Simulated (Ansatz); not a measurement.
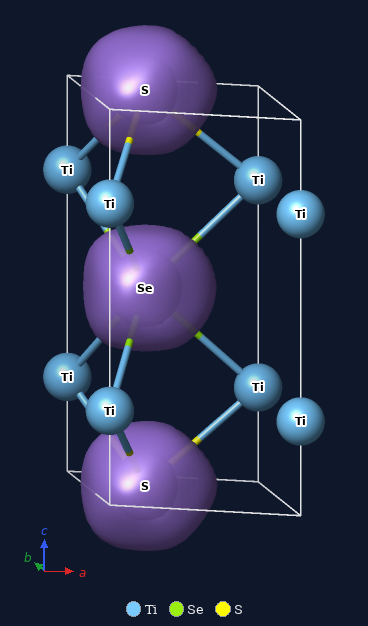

Figure 1: Ti2SeS. Isosurface of the electron localisation function at 0.7 (purple), seen slightly off an axis. Only the valence region is drawn (cores and ρ < 0.01 e/Å³ removed). Sticks mark near contacts.

Space group P-6m2; a generated structure, not necessarily the stable one; changed on purpose from its base cell (volume × 0.94, shape and atoms relaxed); computed pressure about 9 GPa in this cell; computed without spin polarisation.

The calculation used DFT PBE, scalar-relativistic, plane waves, PAW in Ansatz 0.2.0.

In a PAW calculation such maps are meaningful between the atoms, not at the nuclei.

Where are the electrons localised?

Answer. The surface consists of one region wrapped around S (its valence shell) and one region wrapped around Se (its valence shell), counted in one cell of 4 atoms. Regions shared between cells count once.

Values along the shortest contacts:
Ti–S (2.44 Å): the ELF peaks at about 0.85 in the valence shell of S, 0.8 Å from its nucleus, and is about 0.40 at the midpoint. Ti–Se (2.55 Å): the ELF is about 0.45 at the midpoint.
